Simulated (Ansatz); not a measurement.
**Geometry relaxation, with input and output: SnHClF (charge +1)**

SnHClF, charge +1, computed with RKS PBE0/def2-SVP (Ansatz 0.2.0).

It belongs to a series of runs on one base structure; here: start relaxed. Figures and captions count atoms from 1; the log counts them from 0 in places.

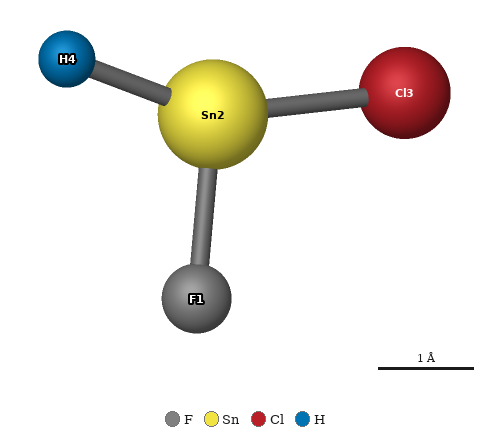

Figure 1. The starting structure (ball-and-stick view, seen at a tilt; atoms are numbered from 1 in the order of the input). Sticks mark near contacts. Bond lengths as drawn: Cl–Sn 2.26 Å, F–Sn 1.95 Å and H–Sn 1.81 Å.

## The input
```yaml
crystal:
  periodic: [false, false, false]
  atoms:
    - { symbol: F, position_ang: [-1.63807, -0.03084, 0.3687] }
    - { symbol: Sn, position_ang: [0.24031, 0.11886, -0.12111] }
    - { symbol: Cl, position_ang: [1.10231, -1.75735, 0.808] }
    - { symbol: H, position_ang: [0.29546, 1.66933, -1.05559] }
total_charge: 1
basis:
  gaussian: { orbitals: def2-SVP }
hamiltonian:
  xc: pbe0
relax:
  f_tol: 0.02
  max_steps: 40
scf:
  lower_state_search: "off"
output:
  orbitals: {}
```

Machine: 1 thread of Intel Xeon @ 3.00GHz (Skylake/Cascade Lake), 16 GiB of memory available, shared host.

Launched with:
```bash
ansatz run input.yaml --threads 1 --pin off --max-ram 2048MiB --backend cpu --events-out ev --progress --plain --runs-dir out
```

## What the program printed
```
The last accepted step is kept in [file] (removed where the run ends without a failure and the disk answers)
Engine: ansatz 0.2.0, x86_64-unknown-linux-gnu
Functional definition: PBE0
  parameter a = 0.25
  parameter kappa = 0.804
  parameter beta = 0.06672455060314922
  exchange = (1 - a)*pbe_x(kappa = kappa, mu = beta*pi^2/3) + a*exact_x
  correlation = pbe_c(beta = beta)
these checks for a lower state are left out or cut short: stability, starts, cluster_reference, orbital_swaps, neighbouring_geometries, increment
734 factors; integrals over basis functions are off by at most 2.3e-4 eV
mean field evaluation 1: about -21055.9390 eV, gradient 7.4e1 eV
mean field evaluation 2: about -20832.2755 eV, gradient 2.3e2 eV
mean field evaluation 4: about -21064.4566 eV, gradient 2.5e1 eV
mean field evaluation 8: about -21066.4938 eV, gradient 5.1e-1 eV
mean field evaluation 16: about -21066.4943 eV, gradient 3.9e-5 eV
mean field -21066.49429256 eV, -774.1793858688 hartree, gradient 5.7e-6 eV, S^2 0.000000; 0 other end points of the search recorded, 0 dependent functions left out
the calculation of the forces begins
reference -21066.49431679 eV, -774.1793867592 hartree; 24, 24 occupied and 39, 39 virtual orbitals, 734 factors
relax step   1: F+E_penalty+E_count = -21066.49429256 eV  Δ(F+E_penalty+E_count) = +0.000e0 eV  max|allowed force component| = 1.885e0 eV/Å  Δτ_max = 0.0000 Å  (15 SCF iters, accepted)
these checks for a lower state are left out or cut short: stability, starts, cluster_reference, orbital_swaps, neighbouring_geometries, increment
734 factors; integrals over basis functions are off by at most 2.9e-4 eV
mean field -21066.73339175 eV, -774.1881726020 hartree, gradient 3.4e-6 eV, S^2 0.000000; 0 other end points of the search recorded, 0 dependent functions left out
the calculation of the forces begins
reference -21066.73341618 eV, -774.1881734999 hartree; 24, 24 occupied and 39, 39 virtual orbitals, 734 factors
relax step   2: F+E_penalty+E_count = -21066.73339175 eV  Δ(F+E_penalty+E_count) = -2.391e-1 eV  max|allowed force component| = 1.126e0 eV/Å  Δτ_max = 0.1948 Å  (20 SCF iters, accepted)
these checks for a lower state are left out or cut short: stability, starts, cluster_reference, orbital_swaps, neighbouring_geometries, increment
734 factors; integrals over basis functions are off by at most 2.7e-4 eV
mean field evaluation 32: about -21066.8048 eV, gradient 3.7e-6 eV
mean field -21066.80478149 eV, -774.1907961265 hartree, gradient 3.7e-6 eV, S^2 0.000000; 0 other end points of the search recorded, 0 dependent functions left out
the calculation of the forces begins
reference -21066.80480574 eV, -774.1907970180 hartree; 24, 24 occupied and 39, 39 virtual orbitals, 734 factors
relax step   3: F+E_penalty+E_count = -21066.80478149 eV  Δ(F+E_penalty+E_count) = -7.139e-2 eV  max|allowed force component| = 1.616e-1 eV/Å  Δτ_max = 0.0920 Å  (20 SCF iters, accepted)
these checks for a lower state are left out or cut short: stability, starts, cluster_reference, orbital_swaps, neighbouring_geometries, increment
734 factors; integrals over basis functions are off by at most 2.6e-4 eV
mean field -21066.80696827 eV, -774.1908764892 hartree, gradient 3.1e-6 eV, S^2 0.000000; 0 other end points of the search recorded, 0 dependent functions left out
the calculation of the forces begins
reference -21066.80699253 eV, -774.1908773810 hartree; 24, 24 occupied and 39, 39 virtual orbitals, 734 factors
relax step   4: F+E_penalty+E_count = -21066.80696827 eV  Δ(F+E_penalty+E_count) = -2.187e-3 eV  max|allowed force component| = 3.456e-2 eV/Å  Δτ_max = 0.0334 Å  (20 SCF iters, accepted)
these checks for a lower state are left out or cut short: stability, starts, cluster_reference, orbital_swaps, neighbouring_geometries, increment
734 factors; integrals over basis functions are off by at most 2.6e-4 eV
mean field -21066.80701441 eV, -774.1908781847 hartree, gradient 2.5e-6 eV, S^2 0.000000; 0 other end points of the search recorded, 0 dependent functions left out
the calculation of the forces begins
reference -21066.80703867 eV, -774.1908790766 hartree; 24, 24 occupied and 39, 39 virtual orbitals, 734 factors
relax step   5: F+E_penalty+E_count = -21066.80701441 eV  Δ(F+E_penalty+E_count) = -4.614e-5 eV  max|allowed force component| = 1.963e-3 eV/Å  Δτ_max = 0.0026 Å  (13 SCF iters, accepted)
```

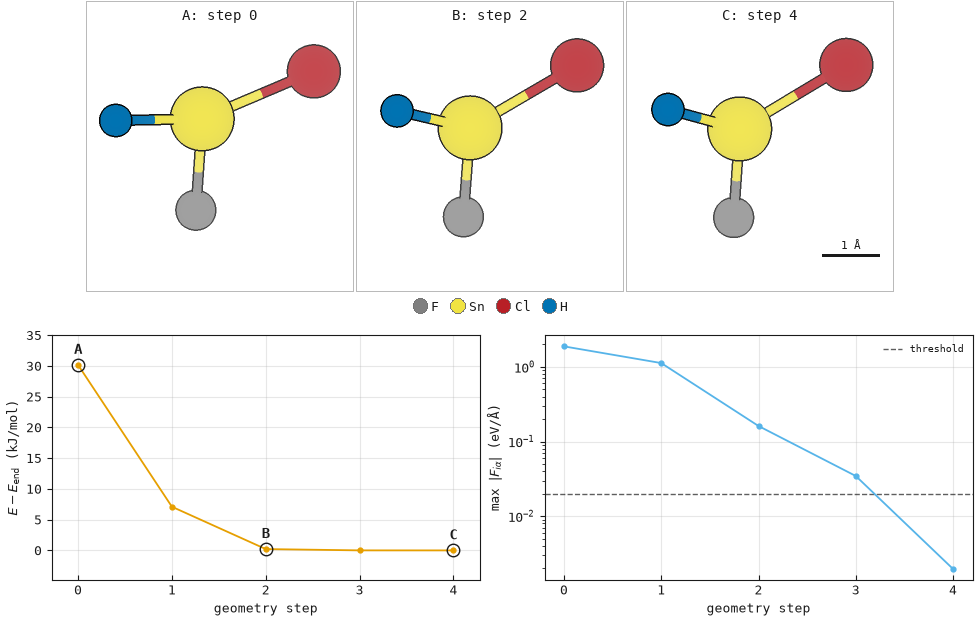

Figure 2. Frames of the relaxation (ball-and-stick view, seen at a tilt) above the curves, on which the letters mark them (the first geometry is step 0 here and step 1 in the log).

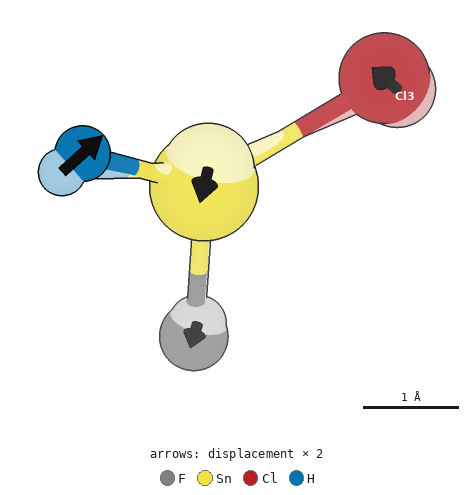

Figure 3. Start (faint) and end (solid) with the displacements as black arrows, magnified 2 times (ball-and-stick view, seen at a tilt). The two geometries are laid on each other by the best rigid fit. The energy falls by 30.2 kJ/mol in 4 geometry steps. Largest force component: 1.9 eV/Å at the start, 0.002 eV/Å at the end. H4 moves most after the best rigid fit: 0.29 Å. Largest moves by element: H 0.29 Å, Cl 0.24 Å, Sn 0.21 Å, F 0.15 Å. Distances before and after: Sn2–H4 1.811 → 1.690 Å, F1–Sn2 1.947 → 1.889 Å, Sn2–Cl3 2.264 → 2.252 Å. Among the angles that change: Cl3–Sn2–H4 155.4° → 130.3°, F1–Sn2–H4 103.0° → 117.9°, F1–Sn2–Cl3 101.6° → 111.8°. (Atoms are counted from 1 in the order of the input.)

```
Total energy: -21066.80703867 eV, -774.1908790766 hartree
Atom 0 at    -1.787660    -0.008238     0.387538 Å, force    -0.000325    -0.000551     0.000393 eV/Å
Atom 1 at     0.034975     0.133461    -0.086791 Å, force     0.000666     0.001963    -0.001297 eV/Å
Atom 2 at     1.238533    -1.604942     0.688556 Å, force    -0.000153    -0.000371     0.000250 eV/Å
Atom 3 at     0.514162     1.479718    -0.989303 Å, force    -0.000188    -0.001041     0.000654 eV/Å
Dipole moment:     0.435647     0.508024    -0.395120 e Å
Checks for a lower state left out: stability, starts, cluster_reference, orbital_swaps, neighbouring_geometries, increment
```

## Trajectory as extended XYZ (Å, eV, eV/Å), 5 frames, from step=1 to step=5
```
4
Properties=species:S:1:pos:R:3:forces:R:3 step=1 energy=-21066.49429
F    -1.6381   -0.0308    0.3687    1.2378   0.1539  -0.3545
Sn    0.2403    0.1189   -0.1211   -1.8846   0.7811  -0.0664
Cl    1.1023   -1.7573    0.8080    0.2699   0.2889  -0.2282
H     0.2955    1.6693   -1.0556    0.3768  -1.2239   0.6490
4
Properties=species:S:1:pos:R:3:forces:R:3 step=2 energy=-21066.73339
F    -1.6905   -0.0146    0.3705   -0.0186   0.0545  -0.0281
Sn    0.1277    0.1598   -0.1221   -0.3700  -1.1259   0.7473
Cl    1.1654   -1.6633    0.7388    0.0204   0.3599  -0.2179
H     0.3974    1.5181   -0.9872    0.3682   0.7114  -0.5013
4
Properties=species:S:1:pos:R:3:forces:R:3 step=3 energy=-21066.80478
F    -1.7720   -0.0019    0.3804    0.0744  -0.0080  -0.0112
Sn    0.0561    0.1300   -0.0893   -0.1616   0.0151   0.0258
Cl    1.2302   -1.6205    0.6996    0.0306   0.0029  -0.0084
H     0.4857    1.4924   -0.9907    0.0566  -0.0101  -0.0062
4
Properties=species:S:1:pos:R:3:forces:R:3 step=4 energy=-21066.80697
F    -1.7889   -0.0094    0.3885    0.0097   0.0019  -0.0032
Sn    0.0338    0.1333   -0.0864   -0.0061   0.0346  -0.0193
Cl    1.2385   -1.6038    0.6879    0.0083  -0.0149   0.0071
H     0.5167    1.4799   -0.9899   -0.0119  -0.0216   0.0154
4
Properties=species:S:1:pos:R:3:forces:R:3 step=5 energy=-21066.80701
F    -1.7877   -0.0082    0.3875   -0.0003  -0.0006   0.0004
Sn    0.0350    0.1335   -0.0868    0.0007   0.0020  -0.0013
Cl    1.2385   -1.6049    0.6886   -0.0002  -0.0004   0.0003
H     0.5142    1.4797   -0.9893   -0.0002  -0.0010   0.0007
```

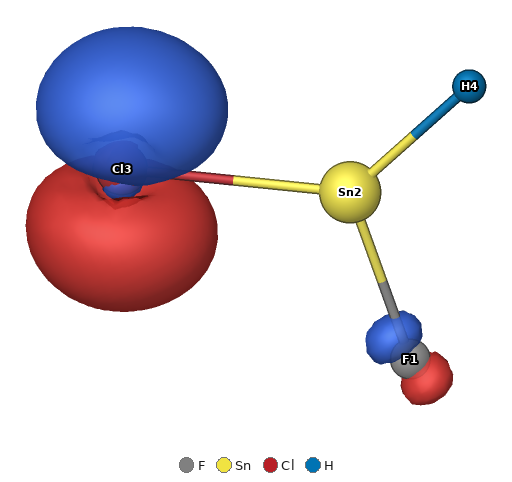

Figure 4. The HOMO at ±0.2 Å⁻³ᐟ² (red and blue are the two phases), seen at a tilt. Its energy is −15.61 eV.

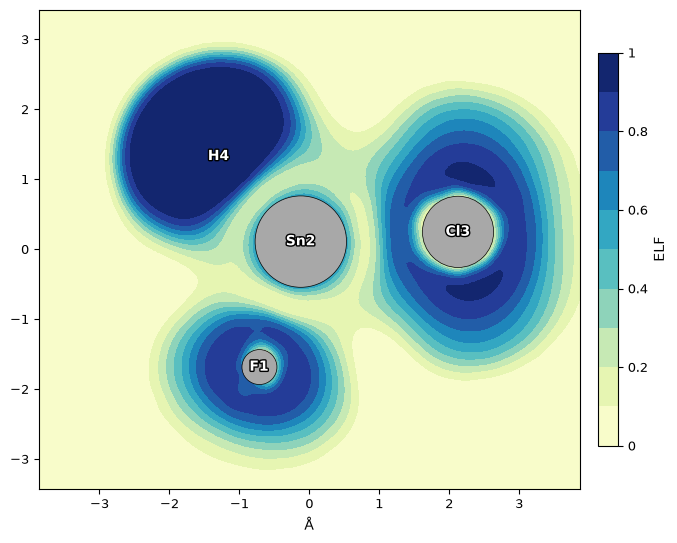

Figure 5. ELF on the molecular plane. Grey discs, where drawn, cover atomic cores. The section cuts through F, Sn, Cl and H sites. Sn–F (1.89 Å): the ELF peaks at about 0.80 in the valence shell of F, 0.5 Å from its nucleus, and drops to about 0.10 between the two atoms. Sn–Cl (2.25 Å): the ELF peaks at about 0.80 in the valence shell of Cl, 0.8 Å from its nucleus, and drops to about 0.15 between the two atoms. Sn–H (1.69 Å): the ELF climbs to about 1 towards the hydrogen, as it does in any bond to H.

## Results in brief

```json
{"quantity": "outcome", "value": "converged"}
{"quantity": "total energy", "value": "−21066.8070 eV"}
{"quantity": "mean-field energy", "value": "−21066.8070 eV"}
{"quantity": "largest force (length of the vector) at the end", "value": "0.002 eV/Å"}
{"quantity": "wall time", "value": "17 s"}
{"quantity": "peak memory", "value": "0.15 GiB"}
```
